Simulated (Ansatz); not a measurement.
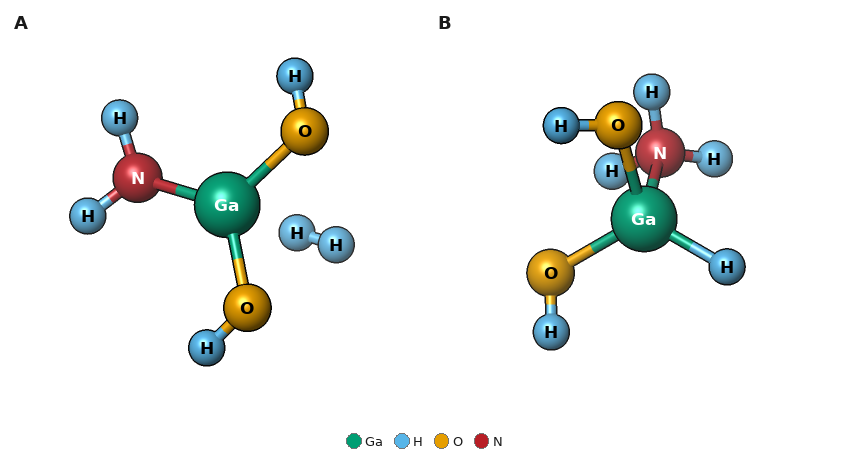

2 stationary structures of one formula. Geometries: PBE0-D4/def2-TZVP. Electronic energies: CCSD(T)/CBS (MP2 limit from def2-TZVPP and def2-QZVPP plus CCSD(T) − MP2) (Ansatz 0.2.0), without zero-point energy. Each is one conformer, not always the lowest.

Which is lowest in energy, and by how much?

Answer. B is lowest (a minimum); A lies 87.2 kJ/mol above it (a minimum).
